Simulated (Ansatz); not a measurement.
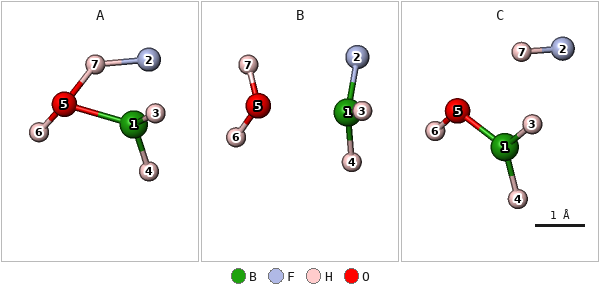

3 geometries from a converged minimum-energy path of BH4OF, made up at the start of BH₂F and H₂O, shuffled. Style: ball-and-stick. Shown at a tilt.

Computed with Ansatz, RHF/def2-SVPD. Settings: 7 movable images; climbing image; force threshold 0.05 eV/Å; iteration limit 60; starting path through a guess of the saddle point.

Question: Which frame is the top of the path?

Answer: A. In order along the path, whose images run from 0 to 8: B (image 1, +0.01 eV), A (image 3, +1.35 eV), C (image 5, +0.09 eV). Breaking: B1–F2 (1.34 → 1.67 at the top → 3.78 Å), O5–H7 (0.95 → 1.22 at the top → 1.85 Å). Forming: B1–O5 (2.24 → 1.51 at the top → 1.35 Å), F2–H7 (2.72 → 1.12 at the top → 0.91 Å).

Limits of the set-up: the start holds two separate molecules, 2.2 Å apart at their closest, whose relative position is a soft coordinate and is computed without a dispersion correction; Hartree-Fock leaves out electron correlation.

The run took 83 s on 1 thread of Arm Neoverse V2, with other jobs on the host, peak memory 0.14 GiB.
